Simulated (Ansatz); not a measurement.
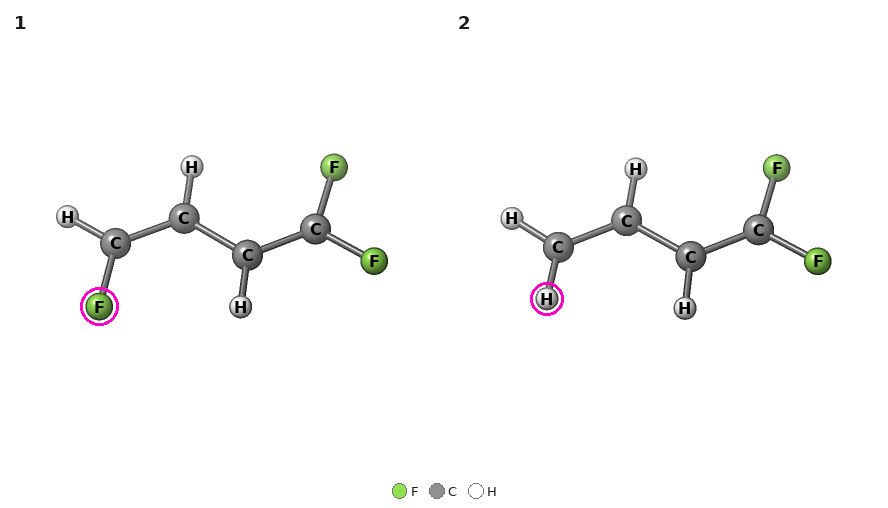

2 molecules with one skeleton, seen from the same side and at one scale; the atom that differs is circled. Charge 0, singlet. Computed geometries: PBE0-D4/def2-TZVP optimisations, one conformation each. Properties computed with Ansatz 0.2.0.

One atom differs, called X below: F in panel 1, H in panel 2. Their formulas are C4H3F3 (`F/C=C\C=C(F)F`), C4H4F2 (`C=CC=C(F)F`).

Question: In which is the length of X–C larger (PBE0-D4/def2-TZVP)?

Answer: In panel 1 (X = F).

Question: In which is the angle X–C–H larger (PBE0-D4/def2-TZVP)?

Answer: In panel 2 (X = H).

Give the values. With PBE0-D4/def2-TZVP: length of X–C (Å), angle X–C–H (°). With PBE0-D4/def2-TZVPP: HOMO energy (Kohn–Sham orbital) (eV), HOMO–LUMO gap (eV). With r2SCAN-D4/def2-TZVPP: dipole moment (D).

```csv
quantity,1 (F),2 (H),2 − 1
length of X–C (Å),1.338,1.085,−0.253
angle X–C–H (°),112.7,117.2,+4.5
HOMO energy (Kohn–Sham orbital) (eV),−6.71,−6.75,−0.04
HOMO–LUMO gap (eV),6.02,6.03,+0.01
dipole moment (D),1.01,0.76,−0.25
```
